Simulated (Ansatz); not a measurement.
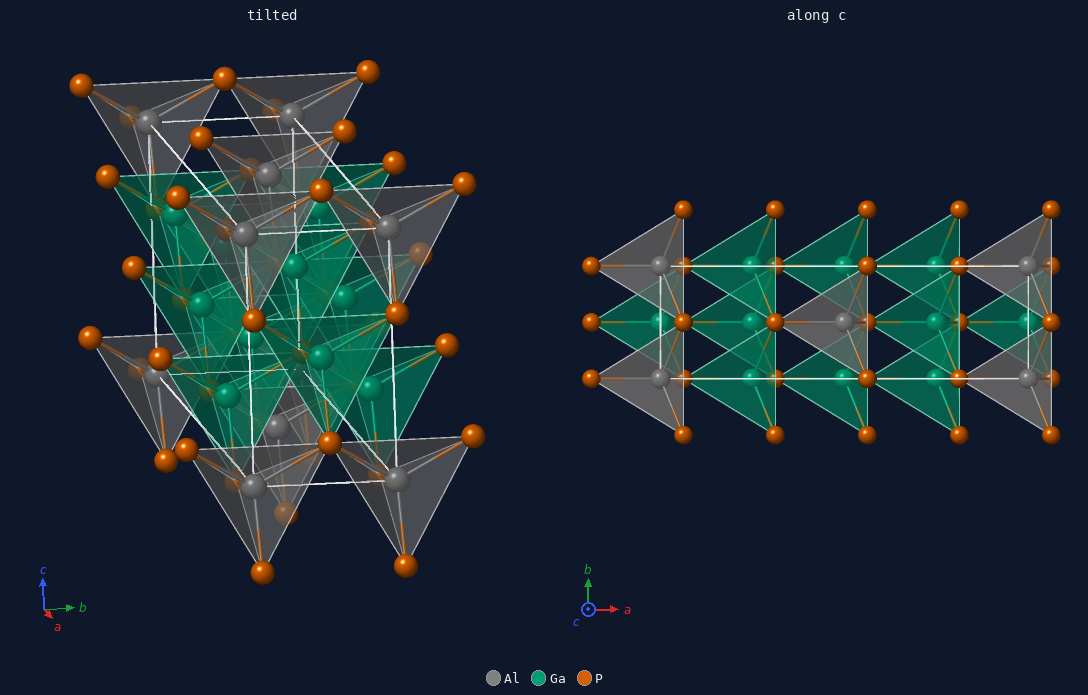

We look at a polyhedral model of the crystal slightly off an axis and along the c axis. The conventional unit cell is drawn as a box. A few atoms beyond the faces are included.

AlGa3P4, space group Cm (No. 8), a = 12.801 Å, b = 3.862 Å, c = 6.683 Å, α = 90.00°, β = 100.05°, γ = 90.00°. It goes back to a structure type filled with these elements by a generator (whether the compound takes this form wasn't checked). Earlier steps of the study, as a rule a relaxation of our own, may have changed the cell and positions, so they can lie some per cent off the listed ones. It went into a calculation with Ansatz.

This one geometry was computed with Ansatz (DFT, plane waves, PAW) at five levels of theory: PBE, PBE0, r2SCAN, PBE with spin-orbit coupling and HSE06. It was relaxed beforehand with r2SCAN.

Question: Which level gives the highest pressure at this volume, and what does that say about its equilibrium volume?

Answer: Highest: PBE (2.2 GPa) and PBE with spin-orbit coupling (2.2 GPa), which points to the largest equilibrium volume. Lowest, with the smallest volume: PBE0 (0.3 GPa), r2SCAN (0.0 GPa) and HSE06 (0.5 GPa). Levels within 0.5 GPa of each other can't be told apart.

Question: How does the band gap change with the level of theory?

Answer: PBE with spin-orbit coupling: a gap of 1.58 eV, indirect; PBE: a gap of 1.63 eV, indirect; r2SCAN: a gap of 1.88 eV, indirect; HSE06: a gap of 2.28 eV, indirect; PBE0: a gap of 2.94 eV, indirect.

Question: Collect the results in a table.

Answer:
| level | cutoff (eV) | k-mesh of the run's cell | gap (eV) | pressure (GPa) |
| --- | --- | --- | --- | --- |
| PBE | 420 | 8×8×4 | 1.63 | 2.2 |
| PBE0 | 420 | 4×4×2 | 2.94 | 0.3 |
| r2SCAN | 500 | 8×8×4 | 1.88 | 0.0 |
| PBE with spin-orbit coupling | 420 | 8×8×4 | 1.58 | 2.2 |
| HSE06 | 420 | 4×4×2 | 2.28 | 0.5 |

Gaps are taken on the k-mesh or band path of each run.
